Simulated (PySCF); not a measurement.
# One shape, several levels: CH5B− (SMILES [BH2-]C)

Aim: a comparison of 6 runs (U-wB97X-V/STO-3G, UM06-2X/STO-3G, UPBE/STO-3G, NEVPT2(3,3)/STO-3G, UCISD/STO-3G, FCI/STO-3G) of CH5B−. The job is set up through a Python script.

Program for the calculation: PySCF 2.14.0.

2 further runs of the same task are left out: 2 set aside as unsound or not needed.

## 1. The system as given

The species is CH5B− (7 atoms), meant as a doublet with charge -1. As SMILES, `[BH2-]C`. The C2–H5 distance was set to 1.323 Å, away from the relaxed value.

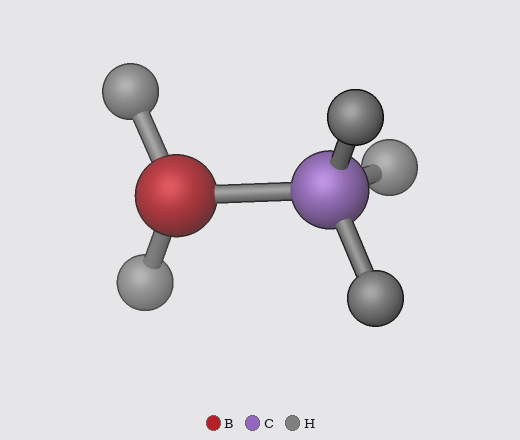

The structure, seen from a chosen angle (boron red, carbon purple, hydrogen grey).

## 2. The energy at U-wB97X-V/STO-3G (run 1)

Contents of input.py:

```python
from pyscf import gto, dft

mol = gto.M(
    atom='''
B     -0.915385    -1.819984     0.246915
C      0.024716     1.080009    -0.333873
H      0.849676    -3.285278     0.769406
H     -2.320642    -2.695759    -1.423602
H      1.348905     2.059858     1.545550
H      1.252112     1.292225    -2.030979
H     -1.563505     2.389154    -0.652727
''',
    basis='sto-3g',
    unit='bohr',
    max_memory=1860,
    charge=-1,
    spin=1,
    verbose=3,
)

mf = dft.UKS(mol, xc='wb97x-v')
mf.conv_tol = 1e-10
mf.grids.level = 5
mf.nlcgrids.level = 1
mf.kernel()
if not mf.converged:
    mf = mf.newton().run(mf.mo_coeff, mf.mo_occ)

etot = mf.e_tot
print(f'total energy: {etot:.8f} hartree')
```

The run is started by

```sh
OMP_NUM_THREADS=1 python input.py
```

Output:

```text
WARN: HOMO 0.0274734907582036 >= LUMO 0.0274734907582032

converged SCF energy = -64.9340211439968  <S^2> = 0.75213581  2S+1 = 2.0021347
total energy: -64.93402114 hartree
```

It took 21 s on 1 thread of Arm Neoverse V2, shared host; peak memory 0.2 GiB.

## 3. The energy at UM06-2X/STO-3G (run 2)

Contents of input.py:

```python
from pyscf import gto, dft

mol = gto.M(
    atom='''
B     -0.915385    -1.819984     0.246915
C      0.024716     1.080009    -0.333873
H      0.849676    -3.285278     0.769406
H     -2.320642    -2.695759    -1.423602
H      1.348905     2.059858     1.545550
H      1.252112     1.292225    -2.030979
H     -1.563505     2.389154    -0.652727
''',
    basis='sto-3g',
    max_memory=1860,
    spin=1,
    unit='bohr',
    charge=-1,
    verbose=3,
)

myscf = dft.UKS(mol, xc='m06-2x')
myscf.grids.level = 5
myscf.conv_tol = 1e-10
myscf.kernel()
if not myscf.converged:
    myscf = myscf.newton().run(myscf.mo_coeff, myscf.mo_occ)

e_final = myscf.e_tot
print(f'total energy: {e_final:.8f} hartree')
```

The run is started by

```sh
OMP_NUM_THREADS=1 python input.py
```

Output:

```text
WARN: HOMO -0.00276655735307757 >= LUMO -0.00276655735307835

converged SCF energy = -64.938383946773  <S^2> = 0.75327538  2S+1 = 2.0032727
total energy: -64.93838395 hartree
```

It took 5.7 s on 1 thread of Arm Neoverse V2, shared host; peak memory 0.21 GiB.

Runs 3 to 4 aren't shown in full; the table further down has their settings and results.

## 4. A single-point energy at UCISD/STO-3G (run 5)

Contents of input.py:

```python
from pyscf import gto, ci

mol = gto.M(
    atom='''
B       -0.484401      -0.963094       0.130662
C        0.013079       0.571516      -0.176678
H        0.449629      -1.738494       0.407152
H       -1.228031      -1.426534      -0.753338
H        0.713810       1.090030       0.817870
H        0.662589       0.683816      -1.074748
H       -0.827371       1.264286      -0.345408
''',
    basis='sto-3g',
    spin=1,
    max_memory=1860,
    charge=-1,
    verbose=3,
)

hf = mol.UHF()
hf.conv_tol = 1e-10
hf.kernel()
if not hf.converged:
    hf = hf.newton().run(hf.mo_coeff, hf.mo_occ)

cisd = ci.CISD(hf, frozen=2)
cisd.kernel()
e_tot = cisd.e_tot
print('E = %.10f Eh' % e_tot)
```

The run is started by

```sh
OMP_NUM_THREADS=1 python input.py
```

Output:

```text
converged SCF energy = -64.4336274892263  <S^2> = 0.75811558  2S+1 = 2.0080992
E(UCISD) = -64.55399034178231  E_corr = -0.1203628525560628
E = -64.5539903418 Eh
```

Wall time 0.62 s (1 thread of Arm Neoverse V2, shared host); peak memory 0.12 GiB.

## 5. The energy at FCI/STO-3G (run 6)

Contents of run.py:

```python
from pyscf import gto, mcscf

system = gto.Mole()
system.atom = '''
B       -0.484401      -0.963094       0.130662
C        0.013079       0.571516      -0.176678
H        0.449629      -1.738494       0.407152
H       -1.228031      -1.426534      -0.753338
H        0.713810       1.090030       0.817870
H        0.662589       0.683816      -1.074748
H       -0.827371       1.264286      -0.345408
'''
system.basis = 'sto-3g'
system.verbose = 3
system.spin = 1
system.max_memory = 1860
system.charge = -1
system.build()

calc0 = system.ROHF()
calc0.conv_tol = 1e-10
calc0.kernel()
if not calc0.converged:
    calc0 = calc0.newton().run(calc0.mo_coeff, calc0.mo_occ)

cas = mcscf.CASCI(calc0, calc0.mo_coeff.shape[-1] - 2, (system.nelec[0] - 2, system.nelec[1] - 2))  # full CI above the frozen core
cas.fix_spin_(ss=0.75)
cas.kernel()
e_final = cas.e_tot
print('Final energy', e_final)
```

The run is started by

```sh
OMP_NUM_THREADS=1 python run.py
```

Output:

```text
converged SCF energy = -64.4318530719388
CASCI E = -64.5623649453090  E(CI) = -28.6057005329115  S^2 = 0.7500000
Final energy -64.56236494530901
```

Wall time 61 s (1 thread of Arm Neoverse V2, shared host); peak memory 0.71 GiB.

## 6. All runs side by side

```tsv
run	level	nlc grid	integration grid	energy (Eh)	HOMO energy (eV)	LUMO energy (eV)	⟨S²⟩	wall time
1	U-wB97X-V/STO-3G	1	5	-64.934021	4.82	15.33	0.752	21 s
2	UM06-2X/STO-3G	–	5	-64.938384	6.07	14.78	0.753	5.7 s
3	UPBE/STO-3G	–	5	-64.842530	8.72	11.98	0.753	3.6 s
4	NEVPT2(3,3)/STO-3G	–	–	-64.532764	–	–	–	0.72 s
5	UCISD/STO-3G	–	–	-64.553990	3.00	18.99	0.758	0.62 s
6	FCI/STO-3G	–	–	-64.562365	–	–	–	61 s
```

## 7. Summary of results

| quantity | value |
| --- | --- |
| run 6: total energy | -64.56236 Eh |
| run 6: correlation energy (2 core orbitals frozen) | -130.5 mEh |

In words: Against full CI in this basis: UCISD +8.4 mEh. Totals of different functionals can't be ranked against each other. In runs 1, 2, 3, 4, 5, 6 the HOMO lies above zero, so the outermost electron may be held by the basis alone. In runs 1, 2, 3, 4, 5, 6 the basis is minimal, so the values are rough. All runs together took 93 s, the longest 61 s.
